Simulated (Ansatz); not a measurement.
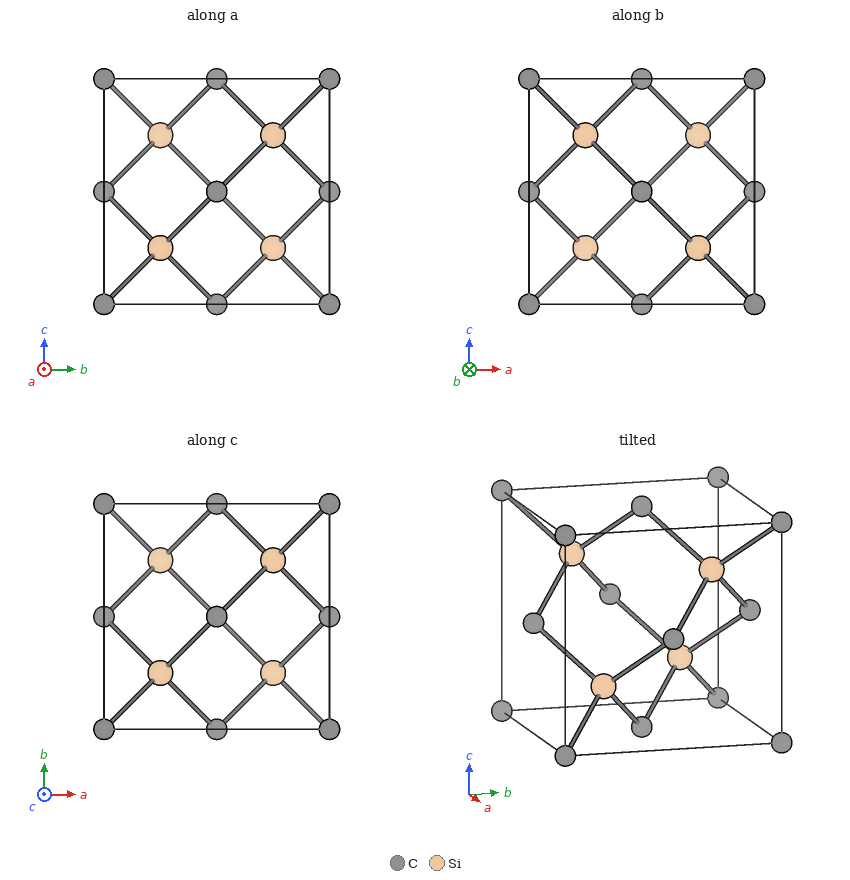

Ball-and-stick model, viewed along the a axis, along the b axis, along the c axis and slightly off an axis. One conventional unit cell is framed, with atoms on its boundary repeated.

Lattice parameters: a = 4.9398 Å, b = 4.9398 Å, c = 4.9398 Å, α = 90.000°, β = 90.000°, γ = 90.000°.

Write down what is shown as a CIF in P1 with every atom of the cell.

```cif
data_structure
_symmetry_space_group_name_H-M 'P 1'
_symmetry_Int_Tables_number 1
_cell_length_a 4.9398
_cell_length_b 4.9398
_cell_length_c 4.9398
_cell_angle_alpha 90.000
_cell_angle_beta 90.000
_cell_angle_gamma 90.000
_cell_volume 120.54
loop_
_atom_site_label
_atom_site_type_symbol
_atom_site_fract_x
_atom_site_fract_y
_atom_site_fract_z
_atom_site_occupancy
C1 C 0.0000 0.0000 0.0000 1
Si1 Si 0.2500 0.2500 0.7500 1
C2 C 0.0000 0.5000 0.5000 1
Si2 Si 0.2500 0.7500 0.2500 1
C3 C 0.5000 0.0000 0.5000 1
Si3 Si 0.7500 0.2500 0.2500 1
C4 C 0.5000 0.5000 0.0000 1
Si4 Si 0.7500 0.7500 0.7500 1
```

Starting structure: a structure type filled with these elements by a generator (whether the compound takes this form wasn't checked). Earlier steps of the study, as a rule a relaxation of our own, may have changed the cell and positions, so they can lie some per cent off the listed ones. It was run through Ansatz as a DFT input.

At this level of theory the run's own cell isn't at rest (stretched, at -36 GPa), so its distances can differ from those at equilibrium, the more so the softer the solid.
